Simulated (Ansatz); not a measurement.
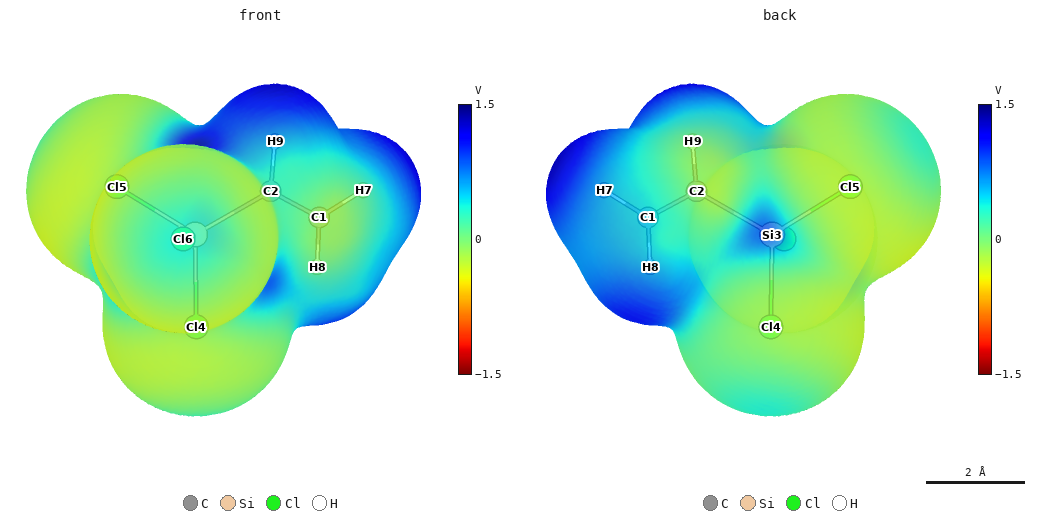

The picture shows: C2H3Cl3Si (SMILES C=C[Si](Cl)(Cl)Cl). The electrostatic potential painted on the density surface at 0.002 e/bohr³, seen from the front and from behind; red is negative and blue positive.

Geometry: PBE0-D4/def2-TZVP.

All numbers below come from Ansatz, RKS PBE0-D4/def2-TZVPP.

```xyz
9

C    -0.4726   -0.3839    1.4810
C     0.3704    0.2122    0.6446
Si    0.2009    0.1671   -1.1834
Cl   -1.4371   -0.9090   -1.7358
Cl    1.8531   -0.6755   -2.0261
Cl    0.0236    2.0567   -1.9238
H    -0.3379   -0.3340    2.5571
H    -1.3305   -0.9454    1.1252
H     1.2185    0.7654    1.0440
```

Question: Which sites attract a positive test charge, and which a negative one?

Answer: A positive charge is drawn to the negative regions and a negative charge to the positive ones. The most negative region (about −0.3 V, or −7 kcal/mol for a unit charge) lies over Cl5 and Cl6, the most positive (about +1.3 V, or +30 kcal/mol for a unit charge) over Si3, H7 and H9. Cl5 shows a σ-hole: about +0.3 V, or +7 kcal/mol for a unit charge at the tip opposite its bond, against about −0.2 V on its flanks. Cl6 shows a σ-hole: about +0.3 V, or +7 kcal/mol for a unit charge at the tip opposite its bond, against about −0.2 V on its flanks.
